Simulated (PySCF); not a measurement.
SMILES [SiH2](C)C#N (C2H5NSi) at its PBE/def2-SVP optimised geometry (Å):

```
9

C      1.2393    -0.9178     0.0000
Si    -0.6418    -0.9178     0.0000
C     -1.2612     0.8468     0.0000
N     -1.6325     1.9603     0.0009
H      1.6325    -0.4053     0.9002
H      1.6174    -1.9603    -0.0023
H      1.6325    -0.4013    -0.8980
H     -1.2122    -1.5682     1.2267
H     -1.2121    -1.5687    -1.2265
```

Method: PySCF with PBE/def2-TZVP. Cells within 0.4 Å of a nucleus heavier than hydrogen are left out (blank, or x).

Map of the log10 of the electron density (e/bohr³), floored at −4 on the plane z = 0.0 Å:

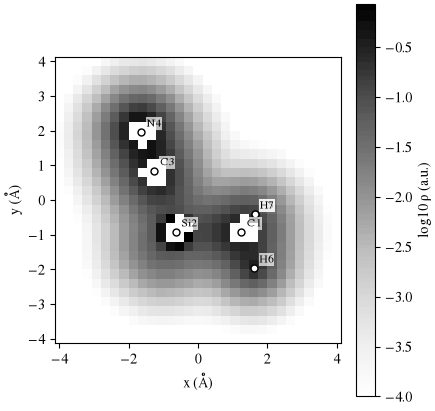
Fig. 1. Log10 of the electron density (e/bohr³), floored at −4 on the plane z = 0.0 Å.
